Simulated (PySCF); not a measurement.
# Excited-state calculation of Si₂H₄O₆

Si₂H₄O₆, computed with TDDFT CAM-B3LYP/def2-SVPD, vertical, gas phase, core orbitals frozen in the response (PySCF 2.14.0).

The geometry comes from this level: PBE0-D3(BJ)/def2-SVP.

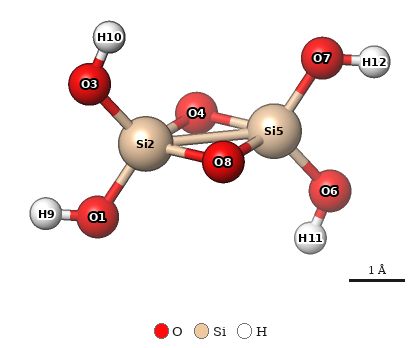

*The structure (ball-and-stick view, seen at a tilt; atoms are numbered from 1 in the order of the input).*

**Input**
```
{"job": {"kind": "uv", "xc": "CAM-B3LYP", "basis": "def2-SVPD", "nstates": 6, "ntriplets": 2, "ip": true}, "charge": 0, "multiplicity": 1}
O      2.373553     0.675248    -0.642864
Si     1.189658    -0.327429    -0.137518
O      1.882619    -1.789425     0.113653
O     -0.186002    -0.325241    -1.110993
Si    -1.101036     0.307463     0.153462
O     -1.790636     1.770910    -0.099133
O     -2.286548    -0.693210     0.659992
O      0.274277     0.304646     1.127546
H      3.237025     0.277356    -0.784626
H      1.312298    -2.509357     0.398577
H     -1.218718     2.489425    -0.384117
H     -3.148240    -0.290705     0.800957
```

The first line tells a small driver script what to run in PySCF; the rest is the geometry in Å.

Machine: 1 CPU thread, shared host.

Launched with:
```bash
OMP_NUM_THREADS=1 python <driver script> task.json out
```

**The program's output**
```
coarse grid: 12248 points
cycle   1  E = -1031.9377688099  dE =  1.549e+00  |g| = 1.450e+00  |ddm| = 5.959e+00
cycle   2  E = -1031.7947630094  dE =  1.430e-01  |g| = 1.732e+00  |ddm| = 4.459e+00
cycle   3  E = -1032.3268321246  dE = -5.321e-01  |g| = 5.018e-02  |ddm| = 2.090e+00
cycle   4  E = -1032.3273002051  dE = -4.681e-04  |g| = 1.528e-02  |ddm| = 1.057e-01
cycle   5  E = -1032.3273257244  dE = -2.552e-05  |g| = 1.136e-02  |ddm| = 3.211e-02
cycle   6  E = -1032.3273489141  dE = -2.319e-05  |g| = 1.133e-03  |ddm| = 1.163e-02
cycle   7  E = -1032.3273492267  dE = -3.126e-07  |g| = 2.908e-04  |ddm| = 2.704e-03
final grid: 112592 points
cycle   8  E = -1032.5023773236  dE = -2.649e-05  |g| = 1.468e-03  |ddm| = 4.367e-02
cycle   9  E = -1032.5023775621  dE = -2.385e-07  |g| = 1.375e-03  |ddm| = 4.382e-03
cycle  10  E = -1032.5023778849  dE = -3.228e-07  |g| = 3.158e-04  |ddm| = 1.591e-03
cycle  11  E = -1032.5023779056  dE = -2.069e-08  |g| = 8.638e-05  |ddm| = 5.454e-04
cycle  12  E = -1032.5023779071  dE = -1.510e-09  |g| = 2.672e-05  |ddm| = 2.090e-04
cycle  13  E = -1032.5023779073  dE = -1.378e-10  |g| = 9.126e-06  |ddm| = 3.242e-05
```

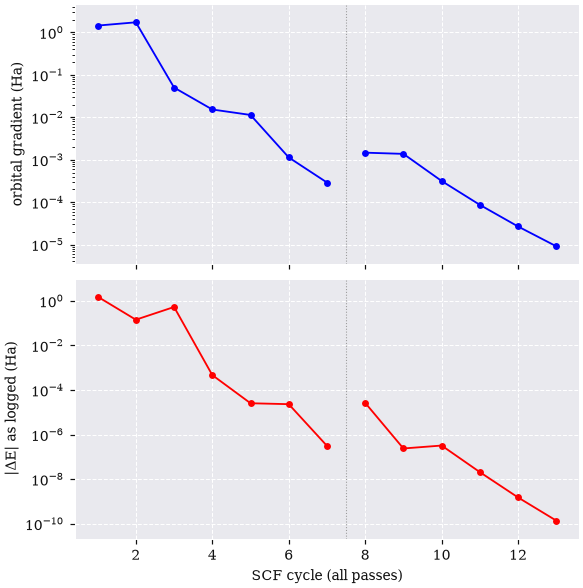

*Convergence of the self-consistent field: orbital gradient and size of the energy change against the SCF cycle. The dotted line marks the change from a coarse to the final integration grid.*

The first 7 cycles use a coarse grid, the final grid takes over at cycle 8, and the field converges after 13 cycles in all.

```
converged SCF energy = -1032.5023779073

Static polarisability (au): isotropic 60.017, principal 50.759 59.964 69.328

Singlet excitations
state   eV       nm        f      main configurations
  1   7.5893    163.4   0.00000   H->L 0.89
  2   8.0861    153.3   0.03860   H-1->L 0.92
  3   8.2371    150.5   0.00015   H->L+1 0.37, H-3->L 0.31, H-4->L 0.14
  4   8.4850    146.1   0.00000   H-2->L 0.70, H-6->L+1 0.08
  5   8.7011    142.5   0.08610   H-4->L 0.54, H-3->L 0.29
  6   8.7960    141.0   0.00003   H-5->L 0.54, H-3->L+1 0.17, H-4->L+1 0.09

Triplet excitations (Tamm-Dancoff, eV): 7.3567 7.8756
Vertical ionisation energy (delta-SCF) = 11.4473 eV
```

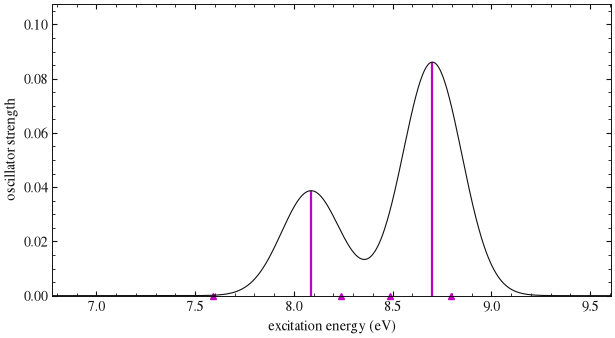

*Computed excitations as sticks (degenerate states added up, dark ones marked on the axis), with a Gaussian envelope of 0.35 eV full width at half maximum, scaled to the tallest.*

Of the 6 states the lowest lies at 7.59 eV (f = 0.000); the strongest line is at 8.70 eV, or 142 nm (f = 0.086).

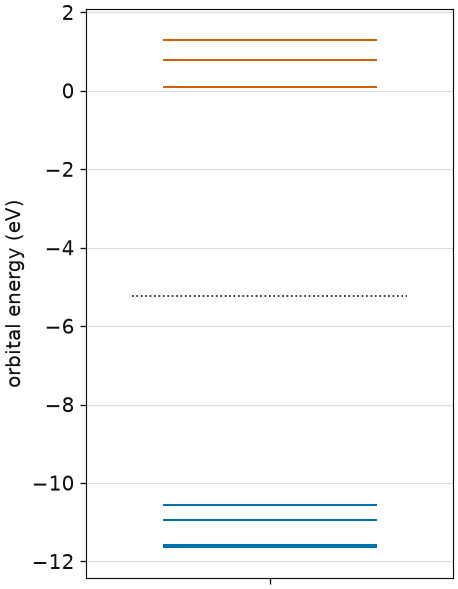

*Orbital energies near the frontier; the dotted line parts filled from empty levels, and levels within 0.02 eV of each other stand side by side.*

Highest filled −10.55 eV, lowest empty 0.09 eV, 10.64 eV apart.

**Key numbers**

```json
{"quantity": "outcome", "value": "converged"}
{"quantity": "total energy", "value": "−1032.502378 hartree"}
{"quantity": "HOMO", "value": "−10.55 eV"}
{"quantity": "LUMO", "value": "0.09 eV"}
{"quantity": "dipole moment", "value": "0.01 D"}
{"quantity": "mean polarisability", "value": "60.02 a.u."}
{"quantity": "vertical ionisation energy", "value": "11.45 eV"}
{"quantity": "lowest singlet excitation", "value": "7.59 eV"}
{"quantity": "wall time", "value": "4.7 min"}
{"quantity": "peak memory", "value": "1.2 GiB"}
```
